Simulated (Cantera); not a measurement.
Input: 1 mol borazine, 14 mol H2O, 180 mol N2, equilibrated at 0.000220 bar.

Cantera equilibrium calculation (NASA polynomials, part measured and part estimated; ideal gas, pure solids and liquids). Candidate condensed phases: B, BN, B2O3, B3O3H3, H2O; 39 gas species. The feed counts by its element totals alone. Kinetics and transport are ignored.

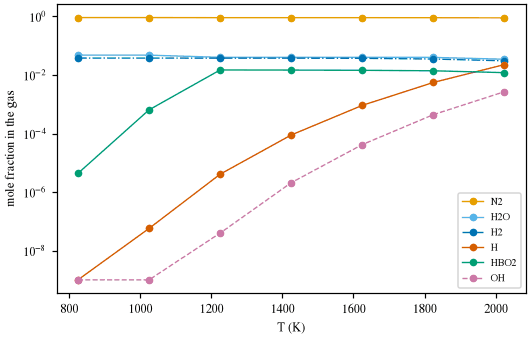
Figure: Equilibrium gas composition (values under 1e-9 drawn at 1e-9)

From 825 K to 1025 K the condensed part is B2O3(l). From 1225 K to 2025 K nothing is condensed. The main B-bearing gas is (HBO2)3 at 825 K and HBO2 at 2025 K.
